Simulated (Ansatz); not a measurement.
Take BaTiO3 in the cubic perovskite structure (space group Pm-3m, No. 221; a = 3.9346 Å) as the base.

Structures relaxed with LDA (Ansatz, an electronic-structure program, PAW, without spin-orbit coupling).

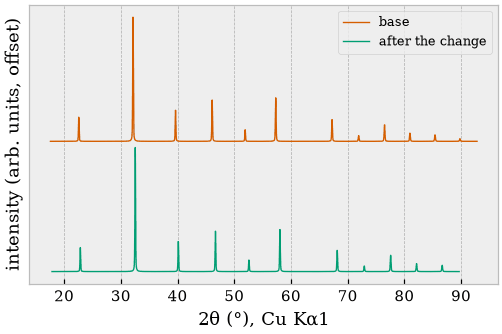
Fig. 1. Simulated powder patterns before (top) and after one change

Q: Which change produced these results?
A. pressure 7.5 GPa
B. pressure −2 GPa
C. pressure 0.3 GPa

A: A, pressure 7.5 GPa. Its volume per atom is 11.76 Å³ against 12.18 Å³, and its space group is Pm-3m (No. 221).

Load acts through the strain it causes; cell and atoms are relaxed under it. Stability against distortions was not tested. No other phases were tried under pressure. All final runs are without spin polarisation. Many cubic perovskites are stable only at high temperature; tilts and polar distortions were not tested. This is not the structure that BaTiO3 has at room temperature and ambient pressure.
